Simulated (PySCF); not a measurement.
**UB3LYP/STO-3G run of SiH2OF (SMILES O[SiH]F)**

Aim: the vertical doublet–quartet gap of SiH2OF at UB3LYP/STO-3G, from 2 runs. Input form: a Python script.

Program for the calculation: PySCF 2.14.0.

12 further runs of the same task are left out: 1 that didn't finish, 11 set aside as unsound or not needed.

### Step 1. The molecule

The species is SiH2OF (5 atoms), meant as a doublet with charge 0. SMILES: `O[SiH]F`. Geometry: relaxed at PBE0-D4/def2-TZVP. This is one conformer, not always the lowest.

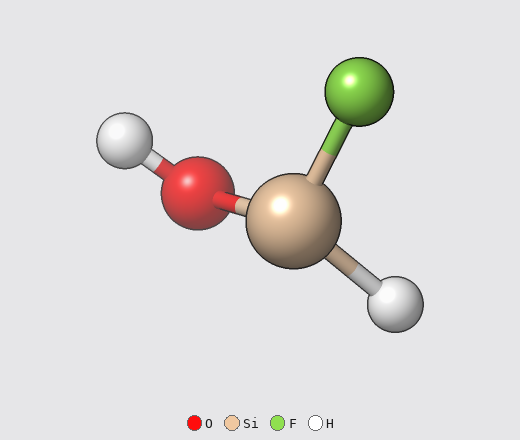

The structure, seen from a chosen angle (oxygen red, silicon light orange, fluorine green, hydrogen white).

### Step 2. The energy at UB3LYP/STO-3G

The input, geometry.xyz:

```xyz
5

O     -0.615200    -0.884600    -0.276300
Si     0.283900     0.245700     0.493100
F      0.207000     1.646500    -0.283100
H     -1.564500    -0.765100    -0.338000
H      1.688800    -0.242600     0.404400
```

The input, run.py:

```python
# O[SiH]F
from pyscf import gto, dft

mol = gto.M(
    atom='geometry.xyz',
    verbose=3,
    max_memory=1860,
    spin=1,
    basis='sto-3g',
)

myscf = dft.UKS(mol, xc='b3lyp')
myscf.conv_tol = 1e-10
myscf.grids.level = 5
myscf.kernel()
if not myscf.converged:
    myscf = myscf.newton().run(myscf.mo_coeff, myscf.mo_occ)

etot = myscf.e_tot
print(f'total energy: {etot:.8f} hartree')
```

On the command line:

```sh
OMP_NUM_THREADS=1 python run.py
```

Output:

```text
WARN: HOMO -0.141961834841928 >= LUMO -0.14196183484193

converged SCF energy = -459.844958221749  <S^2> = 0.75148048  2S+1 = 2.0014799
total energy: -459.84495822 hartree
```

Run time: 5.7 s. Hardware: 1 thread of Arm Neoverse V1, shared host; peak memory 0.21 GiB.

### Step 3. The quartet at the same level

The input, run.py:

```python
from pyscf import gto, dft

system = gto.M(
    atom='''
O       -0.615200      -0.884600      -0.276300
Si       0.283900       0.245700       0.493100
F        0.207000       1.646500      -0.283100
H       -1.564500      -0.765100      -0.338000
H        1.688800      -0.242600       0.404400
''',
    basis='sto-3g',
    charge=0,
    max_memory=1860,
    spin=3,
    verbose=3,
)

mf = dft.UKS(system, xc='b3lyp')
mf.grids.level = 5
mf.conv_tol = 1e-10
mf.kernel()
if not mf.converged:
    mf = mf.newton().run(mf.mo_coeff, mf.mo_occ)

etot = mf.e_tot
print(f'total energy: {etot:.8f} hartree')
```

On the command line:

```sh
OMP_NUM_THREADS=1 python run.py
```

Output:

```text
WARN: HOMO 0.142656936266265 >= LUMO -0.407501686720381

WARN: HOMO 0.230436723491582 >= LUMO 0.0851236043441546

WARN: HOMO 0.235284428218221 >= LUMO -0.0557450953019233

WARN: HOMO 0.24713439783025 >= LUMO -0.080321865446272

WARN: HOMO 0.220963885399492 >= LUMO -0.0950266373567477

WARN: HOMO 0.201777971480991 >= LUMO -0.0852317155929312

WARN: HOMO 0.190838947358645 >= LUMO -0.0889469572261756

WARN: HOMO 0.188054176042478 >= LUMO -0.0879338956297757

WARN: HOMO 0.187580935618298 >= LUMO -0.0874319988341313

WARN: HOMO 0.186274705726663 >= LUMO -0.0876381512804075

WARN: HOMO 0.186349113707183 >= LUMO -0.0877059797421813

WARN: HOMO 0.186251183665704 >= LUMO -0.0876646469308047

WARN: HOMO 0.186142006204298 >= LUMO -0.0876663108065064

WARN: HOMO 0.186181114650507 >= LUMO -0.087682462423328

WARN: HOMO 0.186177553625071 >= LUMO -0.0876766523679284

WARN: HOMO 0.186178083148508 >= LUMO -0.0876764161788254

WARN: HOMO 0.186178279687114 >= LUMO -0.0876768537000375

WARN: HOMO 0.186177714686992 >= LUMO -0.0876771374801688

converged SCF energy = -459.481326113896  <S^2> = 3.7511663  2S+1 = 4.0005831
total energy: -459.48132611 hartree
```

Run time: 8.4 s. Hardware: 1 thread of Arm Neoverse V1, shared host; peak memory 0.21 GiB.

### Step 4. Summary of results

Level: UB3LYP/STO-3G.

| quantity | value |
| --- | --- |
| doublet: total energy | -459.84496 Eh |
| doublet: dipole moment | 1.42 D |
| doublet: HOMO energy (highest over α and β) | -1.67 eV |
| doublet: LUMO energy (lowest over α and β) | 1.51 eV |
| doublet: ⟨S²⟩ | 0.751 |
| quartet: total energy | -459.48133 Eh |
| quartet: dipole moment | 1.12 D |
| quartet: ⟨S²⟩ | 3.751 |
| vertical energy of the quartet above the doublet | 9.895 eV |

In words: At this shape the quartet lies 9.89 eV (228 kcal/mol) above the doublet. In a minimal basis such a difference can be off by several eV, whatever the method.
